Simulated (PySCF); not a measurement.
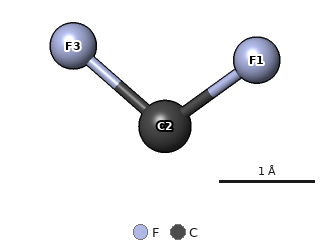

Fig. 1: The input geometry (ball-and-stick view, seen at a tilt; atoms are numbered from 1 in the order of the input).

Single-point calculation of CF₂

The run: single-point calculation of CF₂. Method and program: M06-2X/def2-TZVPP, RKS (PySCF 2.14.0).

The geometry was optimised with PBE0-D4/def2-TZVP.

The program's output:
```
converged SCF energy = -237.723261402184
E = -237.7232614022 Eh
```

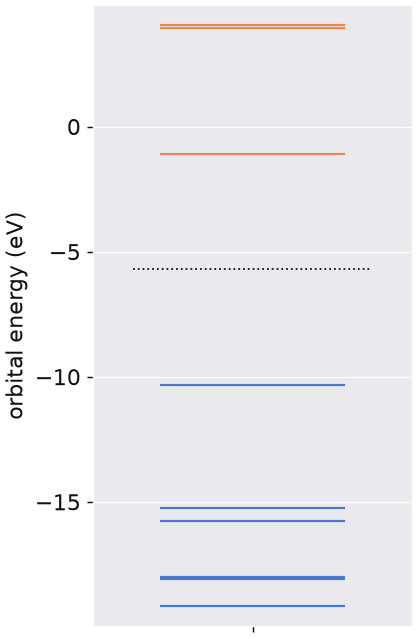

Fig. 2: Orbital energies near the frontier; the dotted line parts filled from empty levels, and levels within 0.02 eV of each other stand side by side. Highest filled −10.33 eV, lowest empty −1.07 eV, 9.26 eV apart.

This output came from the following input.

The input (job.py):
```python
# F[C]F
from pyscf import gto, dft

mol = gto.M(
    atom=[
    ('F', (0.354851, 1.002857, 0.247018)),
    ('C', (0.378489, -0.290850, 0.173397)),
    ('F', (-0.718730, -0.606293, -0.439956)),
],
    charge=0,
    verbose=3,
    basis='def2-tzvpp',
    max_memory=1860,
)

myscf = dft.RKS(mol)
myscf.xc = 'm06-2x'
myscf.grids.level = 5
myscf.conv_tol = 1e-10
myscf.kernel()
if not myscf.converged:
    myscf = myscf.newton().run(myscf.mo_coeff, myscf.mo_occ)

etot = myscf.e_tot
print('E = %.10f Eh' % etot)
```

Command:
```bash
OMP_NUM_THREADS=1 python job.py
```

Key numbers:

```json
{"quantity": "outcome", "value": "converged"}
{"quantity": "total energy", "value": "−237.723261 hartree"}
{"quantity": "basis functions", "value": "93"}
{"quantity": "HOMO", "value": "−10.33 eV"}
{"quantity": "LUMO", "value": "−1.07 eV"}
{"quantity": "dipole moment", "value": "0.55 D"}
{"quantity": "hardware", "value": "1 thread of AMD EPYC (Zen 3), 64 GiB of memory available, shared host"}
{"quantity": "wall time", "value": "14 s"}
{"quantity": "peak memory", "value": "0.48 GiB"}
```
